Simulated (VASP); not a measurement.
Band structure of Ni (fcc). All values below come from PBE GGA with spin-orbit coupling, VASP's PBE PAW potentials (set 64) (plane waves; VASP).

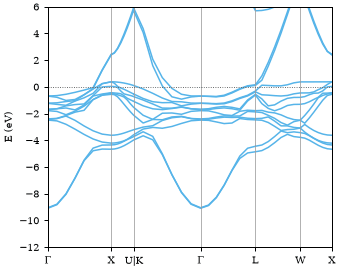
Bands along high-symmetry lines, zero at the valence-band maximum or, without a gap, the Fermi level

Problem. Read the plot: is there a gap, and where are the band edges?

Solution. It has no gap at this level: it comes out as a metal or semimetal.

The compound is Ni in the fcc structure. It was relaxed first.
